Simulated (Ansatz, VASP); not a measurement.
# Cross-check of Te between VASP and Ansatz

One calculation is typed for both programs; each brings its own data sets. How far apart do they land? Other levels of theory on this material are compared in a session of their own. Valence electrons are named where the data sets of a main pair hold unlike numbers.

Program: Ansatz 0.2.0. Level of theory: plane waves, with VASP 6.6.1 beside it; single point at LDA. Results are calculated unless marked as measured.

This is not the structure that Te takes at ambient pressure and room temperature (space group No. 152 or space group No. 154); it is a model or a phase of other conditions.

## Step 1: Starting point

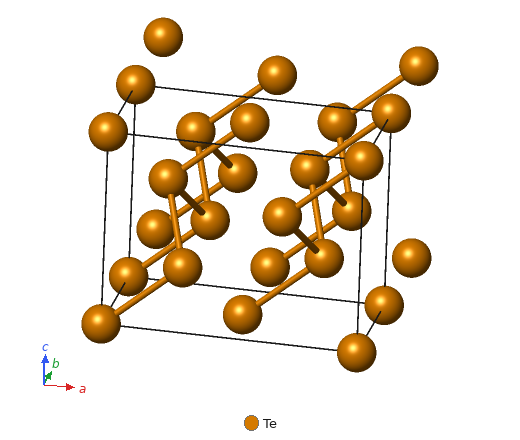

The cell as given, slightly off an axis (tellurium orange). 1×2×1 cells are drawn. This picture shows the conventional cell, with its axes. Bonds to atoms that aren't drawn are left out. Some periodic images of atoms are drawn too.

## Step 2: Ansatz: single point, LDA

Ansatz runs on its default PAW (the set named soft_2) files.

A single point gives forces, pressure and levels at one fixed geometry, so differences don't come from the geometry; what else differs is listed under the comparison.

input.yaml reads:

```yaml
crystal:
  lattice:
    - [3.8202894285, -2.1482026, 0.0]
    - [3.8202894285, 2.1482026, 0.0]
    - [-0.0942908673, 0.0, 5.9760906531]
  atoms:
    - { symbol: Te, position: [0.69055339, 0.69055339, 0.66119051] }
    - { symbol: Te, position: [0.30944661, 0.30944661, 0.33880949] }
    - { symbol: Te, position: [0.0, 0.0, 0.0] }
hamiltonian:
  xc: lda
  pseudopotentials: { kind: paw }
kpoints:
  mp_grid: { grid: [7, 7, 5] }
scf:
  occupations: { method: fermi_dirac, width: 0.05 }
  n_extra_bands: 4
output:
  forces: true
  stress: true
  eigenvalues: true
  write_density: true
  write_potential: true
  elf: true
  volumetric_format: npy
```

Command:

```bash
ansatz run input.yaml --threads 2 --pin off --max-ram 4608MiB --backend cpu --events-out ev --progress --plain --runs-dir out
```

Numbers of over 12 decimals in the logs are rounded to 6 here.

The program printed:

```text
scf.n_extra_bands = 4 over 24 filled bands (N_el = 48.0): the run solves 28 bands
Engine: ansatz 0.2.0, aarch64-unknown-linux-gnu
Pseudopotentials: kind: paw
Pseudopotential: Te, paw, valence charge 16, recommended cutoff 420 eV (normal), Te.paw.azcp
Functional definition: SPW92
  exchange = slater_x
  correlation = pw_c
Crystal: 3 atoms, lattice volume = 98.089 Å³
Basis set: ecut = 420 eV, 1937 PW (Γ)
Bands: 28, of which v1, the nominal top of the filled ones, is band 24 counted from 1 (23 counted from 0)
Symmetry: 4 space group operations
Space group: C2/m (ITA 12), of the structure as read, at distance tolerance 4.6e-5 Å
k-points: 72 of 245
Non-local potential: Te, projectors of the file, l = 0: 2, l = 1: 2, l = 2: 2, l = 3: 2
PAW form: soft (Blöchl's): semilocal exchange-correlation on the pseudo side does not see the compensation charge
PAW frozen core: Te, regenerated for the run's functional, and the local potential with it (the file was generated under x = pbe(κ = 0.804, μ = 0.219515), c = pbe(β = 0.066725))
PAW one-centre angular grid: Te, 590 points (default); XC on 64 Gauss nodes
Initial density: superposition of atomic densities (neutral atoms: chi_scale 0, normalization atom), corrected by the library's trained network
Initial wavefunctions: pseudopotential atomic-orbital guess
Functional: x = slater, c = lda
SCF iter   1: F=—  HF=-20481.473265 eV  |F-HF|=—  |Δ(HF+E_count)|=         —  Δρ=4.68e-3  dr2=1.11e-2  ethr=1.77e-3  ⟨swp⟩=7.1  Hψ=8918  notcnv=0
preconditioner: auto → LDOS  [metal: Δε(μ)=0.052 eV  Ē_g=7.849 eV  σ=0.050 eV  W_gap=0.25  n_scr=22 (ndim 8)  ℏωp=15.9 eV  f_vac=0.016  D(μ)=0.84/eV (n_scr^D=2)  β→1.0]
SCF iter   2: F=—  HF=-20481.465747 eV  |F-HF|=—  |Δ(HF+E_count)|=   7.52e-3  Δρ=1.19e-3  dr2=1.96e-3  ethr=2.32e-5  ⟨swp⟩=2.0  Hψ=4533  notcnv=0
SCF iter   3: F=—  HF=-20481.465176 eV  |F-HF|=—  |Δ(HF+E_count)|=   5.71e-4  Δρ=6.27e-4  dr2=5.44e-4  ethr=4.09e-6  ⟨swp⟩=2.0  Hψ=3903  notcnv=0
SCF iter   4: F=—  HF=-20481.464982 eV  |F-HF|=—  |Δ(HF+E_count)|=   1.93e-4  Δρ=1.09e-4  dr2=1.47e-5  ethr=1.13e-6  ⟨swp⟩=2.0  Hψ=3738  notcnv=0
SCF iter   5: F=—  HF=-20481.464973 eV  |F-HF|=—  |Δ(HF+E_count)|=   9.01e-6  Δρ=2.05e-5  dr2=7.71e-7  ethr=3.07e-8  ⟨swp⟩=2.0  Hψ=3754  notcnv=0
SCF iter   6: F=-20481.464973 eV  HF=-20481.464973 eV  |F-HF|=2.03e-8  |Δ(HF+E_count)|=   1.48e-7  Δρ=5.73e-6  dr2=3.64e-8  ethr=2.08e-10  ⟨swp⟩=11.5  Hψ=15619  notcnv=0
SCF 1 converged in 6 iterations: F = -20481.464973 eV  dr2 = 3.64e-8
  greatest PAW one-centre occupation: 0.999 electrons in one spin orbital (limit 2), on the Te atom at site 2 (counted from 0), in its partial waves of l = 2
SCF converged after 6 iterations
Free energy (F): -20481.464973 eV
Harris-Foulkes:  -20481.464973 eV  (|F-HF|=2.03e-8)
Internal energy: -20481.457533 eV  (E = F + TS)
E sigma→0 (E₀):  -20481.461253 eV
Entropy (-TS):   -0.007440 eV (-2.480 meV/atom)
Fermi energy:    9.077493 eV
--- Per-component energies (eV) ---
  E_band       = -784.834971
  E_kinetic    = 543.281299
  E_local      = -3669.499046  (includes V_loc(G=0)·N_el)
  E_nonlocal   = -915.136986
  E_hartree    = 2357.834931
  E_xc         = -370.981949
  E_vxc        = -313.688859  (∫ρ·V_xc dr)
  E_paw        = -13528.645294  (= ΣΔE_a)
  E_vpaw       = -1145.460408  (= ΣTr[D̂ρ^β])
  E_aug_tail   = -0.000634  (compensation charges beyond the density's cutoff)
  E_ewald      = -4900.345838
  E_core_change = 2.035984  (= ΣΔE_core)
  E_smearing   = -0.007440  (= −TS)
  E_closure    = -0.000000  (closes the sum)
  Σ components = -20481.464973   (vs F -20481.464973, Δ=0.00e0)
--- Forces (eV/Å), atoms counted from 1 ---
  atom   1  Te    -0.06028725     0.00000000     0.02700577
  atom   2  Te     0.06028725    -0.00000000    -0.02700577
  atom   3  Te    -0.00000000     0.00000000     0.00000000
  max |Σ_I F_I| component: 6.94e-18 eV/Å
--- Stress (GPa, compression-positive) ---
       -2.764044       0.000000      -0.018518
        0.000000      -2.559700      -0.000000
       -0.018517      -0.000000      -3.222290
  P = ⅓ Tr σ = -2.8487 GPa (-28.487 kbar)
--- Band table (eV; the first three rows and the last of 72) ---
  k-point 0: bands = [... 20 lower, 6.7922, 7.0121, 7.4286, 7.6451, 10.0106, 10.0419, 10.5749, 13.8248]
  k-point 1: bands = [... 20 lower, 6.4998, 7.5527, 7.6284, 7.7910, 9.6921, 9.7113, 10.1582, 13.2778]
  k-point 2: bands = [... 20 lower, 6.4627, 7.8184, 8.1585, 8.3816, 9.0924, 9.1256, 9.3918, 12.9258]
  k-point 71: bands = [... 20 lower, 5.1455, 6.7724, 8.0317, 8.2805, 10.1215, 10.2679, 11.3495, 13.2580]
```

The job ended after 13 s (2 threads of Arm Neoverse N1, shared host; peak memory 0.42 GiB).

In the SCF lines HF is the Harris–Foulkes energy and dr2 the Hartree energy of the density residual, in eV; the loop may stop once dr2 is under the threshold and the program's other checks hold. Hψ counts applications of the Hamiltonian.

The run ends at a pressure of -2.85 GPa, with forces up to 0.066 eV/Å.

## Step 3: VASP: single point, LDA

The same cell, functional (in two slightly different forms), mesh and smearing now go to VASP, with its own data sets.

Lines of VASP's logs that name or quote its potential files are left out, and so is its time.

INCAR reads:

```
SYSTEM = Te
PREC = Accurate
ENCUT = 400
EDIFF = 1E-06
NELM = 100
ISMEAR = -1
SIGMA = 0.05
LREAL = .FALSE.
ALGO = Normal
GGA = CA
NBANDS = 15
LORBIT = 11
LWAVE = .FALSE.
LCHARG = .TRUE.
ISIF = 2
LELF = .TRUE.
LVHAR = .TRUE.
```

POSCAR reads:

```
Te
1.0
    3.8202894285     -2.1482026000      0.0000000000
    3.8202894285      2.1482026000      0.0000000000
   -0.0942908673      0.0000000000      5.9760906531
Te
3
Direct
    0.6905533900      0.6905533900      0.6611905100
    0.3094466100      0.3094466100      0.3388094900
    0.0000000000      0.0000000000      0.0000000000
```

KPOINTS reads:

```
Automatic mesh
0
Gamma
7 7 5
0 0 0
```

The projector-augmented-wave data sets are Te (LDA family, release 64).

Command:

```bash
mpirun -np 4 vasp_std
```

The program printed:

```text
[banner, memory and clock lines left out]
running    4 mpi-ranks, on    1 nodes
 distrk:  each k-point on    4 cores,    1 groups
 distr:  one band on    1 cores,    4 groups

 POSCAR found type information on POSCAR Te
 POSCAR found :  1 types and       3 ions
 LDA part: xc-table for (Slater(with rela. corr.)+CA(PZ))
 , standard interpolation
|                                                                             |
|           W    W    AA    RRRRR   N    N  II  N    N   GGGG   !!!           |
|           W    W   A  A   R    R  NN   N  II  NN   N  G    G  !!!           |
|           W    W  A    A  R    R  N N  N  II  N N  N  G       !!!           |
|           W WW W  AAAAAA  RRRRR   N  N N  II  N  N N  G  GGG   !            |
|           WW  WW  A    A  R   R   N   NN  II  N   NN  G    G                |
|           W    W  A    A  R    R  N    N  II  N    N   GGGG   !!!           |
|                                                                             |
|     The number of bands has been changed from the values supplied in        |
|     The orbitals not found in the WAVECAR file will be initialized with     |
|     random numbers, which is usually adequate. For correlated               |
|     calculations, however, you should redo the groundstate calculation.     |
|     I found NBANDS = 15. Now, NBANDS = 16.                                  |
|                                                                             |

 POSCAR, INCAR and KPOINTS ok, starting setup
 FFT: planning ... GRIDC
 FFT: planning ... GRID_SOFT
 FFT: planning ... GRID
 WAVECAR not read
 entering main loop
       N       E                     dE             d eps       ncg     rms          rms(c)
DAV:   1     0.574553061303E+02    0.57455E+02   -0.54646E+03  2304   0.713E+02
DAV:   2    -0.780864071724E+01   -0.65264E+02   -0.62142E+02  3120   0.125E+02
DAV:   3    -0.112650683848E+02   -0.34564E+01   -0.34426E+01  2784   0.313E+01
DAV:   4    -0.113213533629E+02   -0.56285E-01   -0.56281E-01  3584   0.485E+00
DAV:   5    -0.113218646934E+02   -0.51133E-03   -0.51133E-03  2976   0.381E-01    0.124E+01
DAV:   6    -0.112943522625E+02    0.27512E-01   -0.39675E-02  2920   0.106E+00    0.758E+00
DAV:   7    -0.112886801114E+02    0.56722E-02   -0.30252E-02  2960   0.947E-01    0.625E-01
DAV:   8    -0.112881638880E+02    0.51622E-03   -0.33605E-03  2928   0.347E-01    0.239E-01
DAV:   9    -0.112879667192E+02    0.19717E-03   -0.51576E-04  3048   0.127E-01    0.102E-01
DAV:  10    -0.112879528926E+02    0.13827E-04   -0.16781E-04  2928   0.636E-02    0.344E-02
DAV:  11    -0.112879486394E+02    0.42532E-05   -0.27745E-05  2784   0.290E-02    0.146E-02
DAV:  12    -0.112879486218E+02    0.17623E-07   -0.14702E-06  2576   0.736E-03
   1 F= -.11287949E+02 E0= -.11284173E+02  d E =-.755182E-02
```

Parts of OUTCAR (step 3):

```text
ion  position               nearest neighbor table
   1  0.691  0.691  0.661-   2 3.03   2 3.03   3 3.09   3 3.31   3 3.31   2 3.47
   2  0.309  0.309  0.339-   1 3.03   1 3.03   3 3.09   3 3.31   3 3.31   1 3.47
   3  0.000  0.000  0.000-   1 3.09   2 3.09   1 3.31   1 3.31   2 3.31   2 3.31

  LATTYP: Found a base centered monoclinic cell.
 ALAT       =     7.6405788570
 B/A-ratio  =     0.5623140969
 C/A-ratio  =     0.7822489081
 COS(beta)  =    -0.0157760547

 Subroutine GETGRP returns: Found  4 space group operations
 (whereof  4 operations were pure point group operations)

The static configuration has the point symmetry C_2h.

 Found     72 irreducible k-points:

   k-points           NKPTS =     72   k-points in BZ     NKDIM =     72   number of bands    NBANDS=     16

   dimension x,y,z NGX =    30 NGY =   30 NGZ =   40
   dimension x,y,z NGXF=    60 NGYF=   60 NGZF=   80

   ENCUT  =  400.0 eV  29.40 Ry    5.42 a.u.   7.15  7.15  9.75*2*pi/ulx,y,z

   NELECT =      18.0000    total number of electrons

 k-points in reciprocal lattice and weights: Automatic mesh
   0.00000000  0.00000000  0.00000000       0.004
   0.14285714  0.00000000  0.00000000       0.016
   0.28571429  0.00000000  0.00000000       0.016
   0.42857143  0.00000000  0.00000000       0.016
   0.14285714  0.14285714  0.00000000       0.008
   0.28571429  0.14285714  0.00000000       0.016
   0.42857143  0.14285714  0.00000000       0.016
  -0.42857143  0.14285714 -0.00000000       0.016
  -0.28571429  0.14285714 -0.00000000       0.016
[...]
-0.14285714 -0.28571429  0.40000000       0.016
  -0.14285714 -0.14285714  0.40000000       0.008

 average (electrostatic) potential at core
       1 -89.5441       2 -89.5441       3 -89.3011

 E-fermi :   6.3200

 k-point     1 :       0.0000    0.0000    0.0000
  band No.  band energies     occupation
    ...
      5       3.6135      2.00000
      6       4.0464      2.00000
      7       4.2557      2.00000
      8       4.6663      2.00000
      9       4.8824      2.00000
     10       7.2483      0.00000
     11       7.2829      0.00000
     12       7.8155      0.00000
     13      10.9946      0.00000
     14      11.3940      0.00000
    ...

 k-point     2 :       0.1429    0.0000    0.0000
  band No.  band energies     occupation
    ...
      5       2.9524      2.00000
      6       3.3606      2.00000
      7       5.0436      2.00000
      8       5.1744      2.00000
      9       6.0892      1.98041
     10       6.4908      0.06359
     11       7.0525      0.00000
     12       7.4793      0.00000
     13      10.4965      0.00000
     14      11.1714      0.00000
    ...

 k-point     3 :       0.2857    0.0000    0.0000
  band No.  band energies     occupation
    ...
      5       2.1416      2.00000
      6       2.7026      2.00000
      7       4.3225      2.00000
      8       5.5232      2.00000
      9       5.6737      2.00000
     10       6.6790      0.00152
     11       6.9952      0.00000
     12       8.3002      0.00000
     13       9.3893      0.00000
     14      11.8756      0.00000
    ...

  Total       -1.6691321     -1.5318130     -1.9137184      0.0000000      0.0000000     -0.0121873
  in kB      -27.2635630    -25.0205959    -31.2586296      0.0000000      0.0000000     -0.1990667
  external PRESSURE =     -27.8475962 kB  Pullay stress =       0.0000000 kB

  energy-cutoff  :      400.00
  volume of cell :       98.09
      direct lattice vectors                 reciprocal lattice vectors
     3.820289429 -2.148202600  0.000000000     0.130880136 -0.232752721  0.002065029
     3.820289429  2.148202600  0.000000000     0.130880136  0.232752721  0.002065029
    -0.094290867  0.000000000  5.976090653     0.000000000  0.000000000  0.167333472

 POSITION                                       TOTAL-FORCE (eV/Angst)
 -----------------------------------------------------------------------------------
      5.21388      0.00000      3.95133        -0.073780      0.000000      0.033951
      2.33240      0.00000      2.02476         0.073780      0.000000     -0.033951
      0.00000      0.00000      0.00000        -0.000000     -0.000000      0.000000
 -----------------------------------------------------------------------------------
    total drift:                               -0.000000     -0.000000     -0.000000

  FREE ENERGIE OF THE ION-ELECTRON SYSTEM (eV)
  ---------------------------------------------------
  free  energy   TOTEN  =       -11.2879486218 eV

  energy  without entropy=      -11.2803968057  energy(sigma->0) =      -11.28417271

 total charge
# of ion       s       p       d       tot
------------------------------------------
    1        1.449   1.783   0.046   3.279
    2        1.449   1.783   0.046   3.279
    3        1.445   1.797   0.040   3.281
--------------------------------------------------
tot          4.343   5.363   0.133   9.839

[... 3 further parts left out ...]
```

The gap is read on the k-mesh alone, so it is an upper bound where the band edges lie off the mesh. The gap is under twice the smearing width, so the edge states are partly filled and the run can't tell a small gap from a semimetal.

## Step 4: Side by side

Known differences besides the potentials themselves: the two LDA forms differ slightly; the data sets hold 48 valence electrons in Ansatz (on its default PAW (the set named soft_2) files) and 18 in VASP; the cutoff is 420 eV in Ansatz and 400 eV in VASP; VASP's log shows a relativistic correction to its local exchange, Ansatz's none. Total energies have different zeros and are not compared.

The two programs side by side:

```tsv
quantity	Ansatz	VASP	difference
pressure (GPa)	-2.85	-2.78	-0.06
```

Forces (eV/Å; atoms numbered as in POSCAR):

```tsv
atom	Ansatz x, y, z	VASP x, y, z
Te1	-0.060, 0.000, 0.027	-0.074, 0.000, 0.034
Te2	0.060, 0.000, -0.027	0.074, 0.000, -0.034
Te3	0.000, 0.000, 0.000	0.000, 0.000, 0.000
```

The forces differ by 7.2 meV/Å r.m.s., which is 18.7 % of the r.m.s. force of 0.038 eV/Å (both taken over all components). Ansatz's pressure holds a Pulay correction of 0.04 GPa; VASP's holds none.

## Step 5: Results

```yaml
r_m_s_force_difference_single_point_lda: 7.2 meV/Å
```

What this shows: The r.m.s. force difference is 7.2 meV/Å (single point, LDA), within the 12 meV/Å picked in this series as the mark of a large difference. The data sets hold unlike numbers of valence electrons (48 in Ansatz and 18 in VASP), so part of the differences comes from the potentials. 6 further runs of this series are not shown here. Such differences can come from data sets, numerical settings and the points named under the comparisons, not from the functional's error against experiment.

[Lines on the potential files, build, host, timing and source positions are cut from VASP's logs without a mark.]

[Logs are printed without paths, hosts, clocks, repeated set-up lines and the standing remarks that a program may print on its own settings, such as how far it seeks lower states.]

[Hosts, paths, dates, database ids (printed as entryN), source tags and the programs' standing remarks are cut or masked in the printed files.]
